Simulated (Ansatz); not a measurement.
## Electronic structure of H₄O₂Si···NH₃ in real space

| atom | x (Å) | y (Å) | z (Å) |
| --- | --- | --- | --- |
| Si | 0.1614 | -0.4811 | -0.5832 |
| N | -0.5242 | 0.1206 | 2.3112 |
| H | -1.4374 | -0.3509 | 2.3946 |
| H | -0.3726 | 0.5999 | 3.2111 |
| H | 0.6859 | -0.5769 | -1.9896 |
| O | 0.1934 | 1.1142 | -0.1299 |
| H | -0.1546 | 1.1190 | 0.8087 |
| H | -1.2297 | -1.0557 | -0.5328 |
| O | 1.1438 | -1.4136 | 0.4290 |
| H | 1.6663 | -2.1022 | -0.0153 |
| H | 0.1877 | -0.6430 | 2.2643 |

Not at a stationary point (largest force 0.6 eV/Å).

All numbers below come from RKS BLYP/def2-SVP (Ansatz).

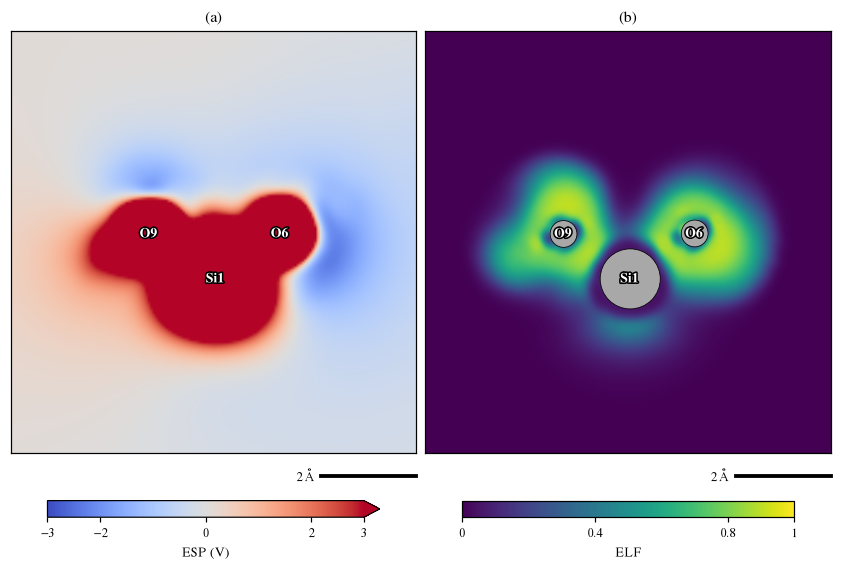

Figure 1. (a) electrostatic potential; (b) ELF on the plane of atoms O6, Si1 and O9. Grey discs cover the atomic cores in the ELF map.

What do the fields say about this system?

Answer.
- Atoms in the plane: Si and O.
- Si–O (1.66 Å): the ELF peaks at about 0.85 between the atoms: a shared but strongly polarised pair.
- The ELF also peaks beside O6 and O9, away from the bonds: lone-pair regions.
- Outside the dense part of the complex the potential is most negative (−2.3 V) near O6.

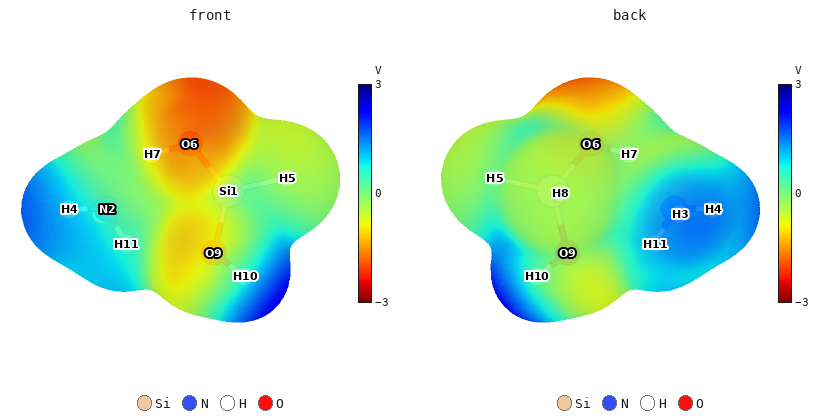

Figure 2. The electrostatic potential painted on the density surface at 0.002 e/bohr³, seen from the front and from behind; red is negative and blue positive.

Describe the electrostatic potential map.

Answer. The most negative region (about −2.0 V, or −46 kcal/mol for a unit charge) lies over O6, the most positive (about +2.3 V, or +53 kcal/mol for a unit charge) over H10. O6 is the likeliest acceptor of a hydrogen bond.

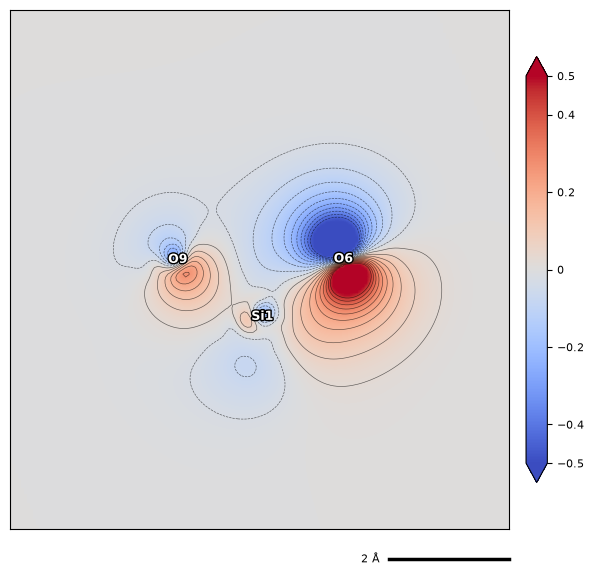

Figure 3. The HOMO on the plane of atoms O6, Si1 and O9 (values in Å⁻³ᐟ²; the overall sign is arbitrary).

Where does this orbital lie, and at what energy?

Answer. Its weight (Hirshfeld) is mainly on O6 (about 65 %), Si1 (about 15 %) and H8 (about 10 %). Its energy is −6.22 eV.
